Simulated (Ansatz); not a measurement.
BiB (space group P6_3/mmc, No. 194). Coordinates: the end point of a relaxation with DFT, r2SCAN, plane waves, PAW (Ansatz 0.2.0); the starting structure was generated, so it need not be a known form of this composition.

```xyz
4
Lattice="3.7742 0.0000 0.0000 -1.8871 3.2685 0.0000 0.0000 0.0000 6.0627" Properties=species:S:1:pos:R:3 pbc="T T T"
B     0.0000    0.0000    0.0000
B     0.0000    0.0000    3.0314
Bi    0.0000    2.1790    1.5157
Bi    1.8871    1.0895    4.5470
```

Describe the stacking along c, with columns A (0, 0), B (1/3, 2/3), C (2/3, 1/3) of the hexagonal mesh.

B(A) – Bi(B) – B(A) – Bi(C) (four layers in 6.06 Å).

B layers alone: AA, a sequence in which some neighbouring layers lie directly above each other.

Bi: two trigonal-prismatic sites in each hexagonal cell.

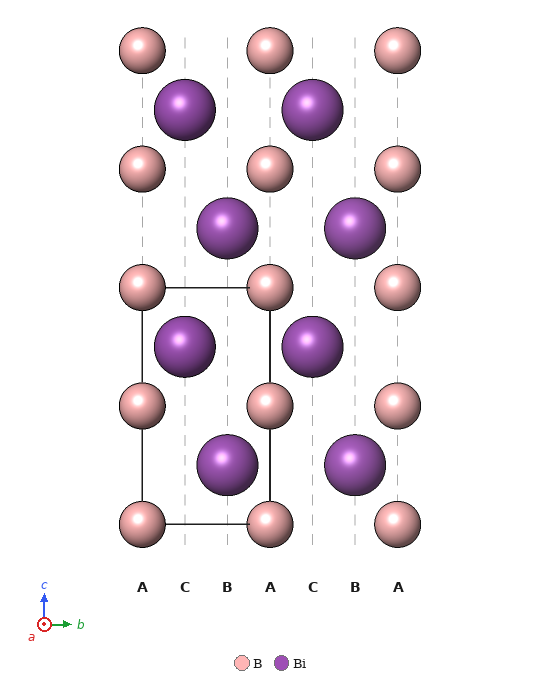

Projection along an edge of the hexagonal mesh, stacking direction c upwards. The dashed lines mark the three columns A (0, 0), B (1/3, 2/3) and C (2/3, 1/3). The sequence starts with the first layer at or above the cell's origin.
